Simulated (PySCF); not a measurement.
C4H10FNSi2

```yaml
atoms:
  - { symbol: F, position_ang: [-0.8232, 1.1071, 2.4875] }
  - { symbol: Si, position_ang: [-1.1120, -0.0040, 1.3409] }
  - { symbol: Si, position_ang: [-2.7615, 0.2579, -0.2485] }
  - { symbol: C, position_ang: [-1.1052, 0.3625, -1.2292] }
  - { symbol: N, position_ang: [-0.2000, 0.3456, -0.0769] }
  - { symbol: C, position_ang: [1.1902, 0.3125, -0.3418] }
  - { symbol: C, position_ang: [2.1629, 0.0346, 0.7567] }
  - { symbol: C, position_ang: [1.9514, -0.9881, -0.3222] }
  - { symbol: H, position_ang: [-0.7793, -1.2159, 2.0881] }
  - { symbol: H, position_ang: [-3.5775, -0.8869, -0.6671] }
  - { symbol: H, position_ang: [-3.5691, 1.4736, -0.3887] }
  - { symbol: H, position_ang: [-0.9487, 1.2711, -1.8188] }
  - { symbol: H, position_ang: [-0.9135, -0.4874, -1.8934] }
  - { symbol: H, position_ang: [1.4839, 1.0385, -1.0977] }
  - { symbol: H, position_ang: [3.0904, 0.5868, 0.7727] }
  - { symbol: H, position_ang: [1.7644, -0.1748, 1.7371] }
  - { symbol: H, position_ang: [2.7365, -1.1460, -1.0462] }
  - { symbol: H, position_ang: [1.4016, -1.8807, -0.0641] }
```

Geometry: GFN2-xTB.

These are results of PBE0/pcSseg-1, SCF density, gas phase, non-relativistic in PySCF, not measurements.

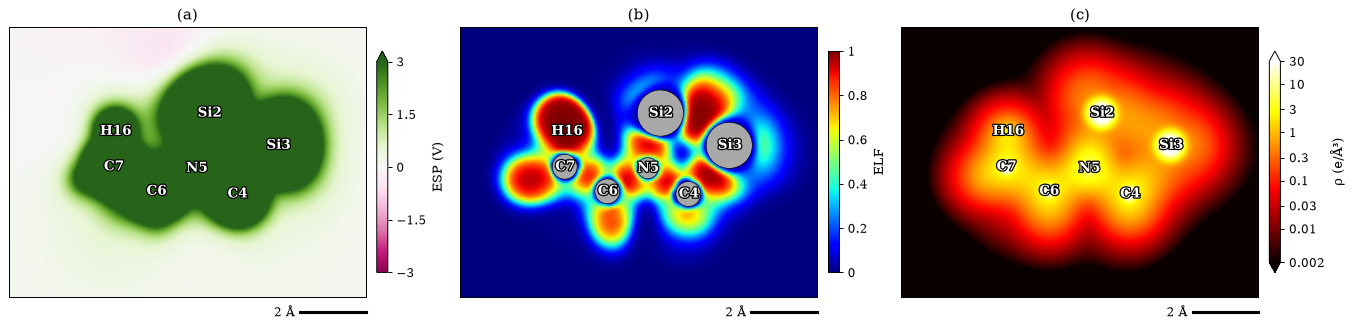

Figure 1. (a) molecular electrostatic potential; (b) electron localisation function; (c) electron density on the plane of atoms Si2, Si3 and C4. Grey discs cover the atomic cores in the ELF map.

**Interpret the plot.**

The section cuts through Si, C, N and H sites.
C–N (1.42 Å): the density is about 2 e/Å³ at the midpoint; the ELF peaks at about 0.95 between the atoms: localised, covalent bonding.
C–C (1.49 Å): the density is about 1.6 e/Å³ at the midpoint; the ELF peaks at about 0.90 between the atoms (a covalent bond).
Si–N (1.72 Å): ρ at the midpoint is about 1.1 e/Å³; the ELF peaks at about 0.90 between the atoms; a shared but strongly polarised pair.
C–Si (1.93 Å): the density is about 0.89 e/Å³ at the midpoint; the ELF peaks at about 0.95 between the atoms, as expected for localised, covalent bonding.
Si–Si (2.31 Å): the density is about 0.64 e/Å³ at the midpoint; the ELF peaks at about 0.95 between the atoms (localised, covalent bonding).
Outside the dense part of the molecule the potential is most negative (−0.4 V) near F1, which lies off the plane.

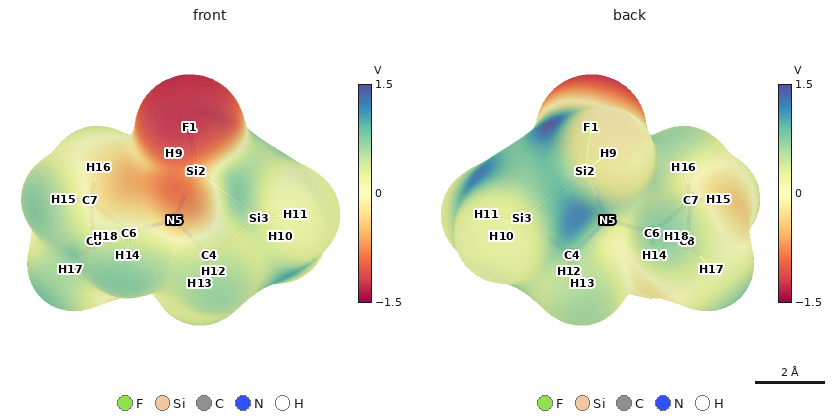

Figure 2. The molecular electrostatic potential painted on the density surface at 0.002 e/bohr³, seen from the front and from behind; the colour scale runs from red (negative) to blue (positive).

**Which sites attract a positive test charge, and which a negative one?**

A positive charge is drawn to the negative regions and a negative charge to the positive ones. The most negative region (about −1.3 V, or −30 kcal/mol for a unit charge) lies over F1, the most positive (about +1.3 V, or +30 kcal/mol for a unit charge) over Si2 and Si3.

**How polar is the molecule by this calculation?**

Its dipole moment is 2.02 D.
